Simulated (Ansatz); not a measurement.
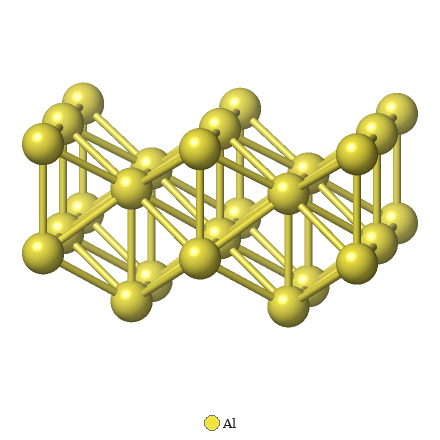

The system is H₂ on an Al(110) slab cut from the Fm-3m phase, its upper half relaxed before the scan (16 atoms of substrate and one adsorbate in a 2 × 2 cell); the picture shows it without the atoms that are moved over the map. 
- H2 lies flat over one site of a rigid substrate while its bond length and height are varied; it sits over a hollow of the top layer over the deeper atom Al9, heights counted from the top plane, its axis along the second surface vector.
- The first coordinate is: distance H17-H18; the second: height of the H2 axis above the plane of Al13.
- Grid: 8 × 9 points. At 15 points there is no value (left out: too close to the surface, or the stretched molecule far from it).
- Points are written as (first, second).
- All energies are given in eV relative to the lowest grid point.
- These are results of DFT PBE, scalar-relativistic, plane waves, PAW in Ansatz, not measurements. Settings: cutoff 420 eV, k-mesh 5×4×1, gaussian smearing 0.1 eV, no spin polarisation.

Range: distance H17-H18 from 0.650 to 2.650 Å; height of the H2 axis above the plane of Al13 from 0.45 to 3.60 Å.

Question: What will the energy surface look like?

Answer: The lowest grid point is at (0.750 Å, 3.60 Å). It lies at the edge of the scanned range, so the true minimum may lie outside. The highest grid point, (1.849 Å, 1.73 Å), lies 2.54 eV above the lowest. On the interpolated surface the lowest path from the intact molecule far from the surface, (0.750 Å, 3.60 Å), to the stretched end of the scan, about (2.65 Å, 0.89 Å), has its top at about (1.21 Å, 0.58 Å), about 1.3 eV above the start and 0.46 eV above the end.

| second ↓, first → | 0.650 | 0.750 | 0.919 | 1.181 | 1.495 | 1.849 | 2.235 | 2.650 |
| --- | --- | --- | --- | --- | --- | --- | --- | --- |
| 3.60 | 0.22 | 0.00 | 0.35 | 1.48 | – | – | – | – |
| 3.00 | 0.23 | 0.01 | 0.35 | 1.47 | – | – | – | – |
| 2.60 | 0.26 | 0.04 | 0.37 | 1.45 | – | – | – | – |
| 2.05 | 0.37 | 0.13 | 0.43 | 1.41 | 2.43 | – | – | – |
| 1.73 | 0.50 | 0.25 | 0.52 | 1.37 | 2.18 | 2.54 | 2.51 | 2.29 |
| 1.41 | 0.72 | 0.45 | 0.65 | 1.34 | 1.88 | 1.96 | 1.75 | 1.45 |
| 1.09 | 1.05 | 0.75 | 0.85 | 1.32 | 1.55 | 1.43 | 1.17 | 0.90 |
| 0.77 | 1.49 | 1.13 | 1.10 | 1.29 | 1.28 | 1.09 | 0.91 | 0.85 |
| 0.45 | 2.03 | 1.58 | 1.36 | 1.29 | 1.14 | 0.98 | 1.01 | 1.28 |

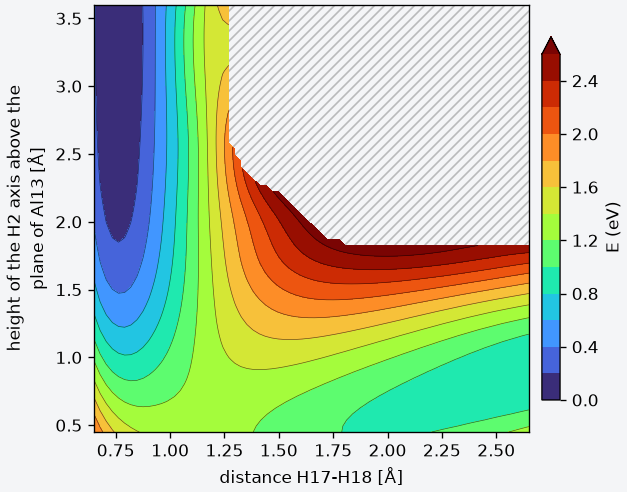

Drawn: filled contours, one colour for all values above the top of the scale, hatched blanks where no value was computed. Between grid points the surface is interpolated.

Each point was launched as `ansatz run input.yaml --threads 1 --pin off --max-ram 3072MiB --backend cpu --events-out ev --progress --plain --runs-dir out`. The whole map (57 points run) took 32 min on 1 thread of Arm Neoverse V2, on a shared host.

PAW datasets: the set soft_1.
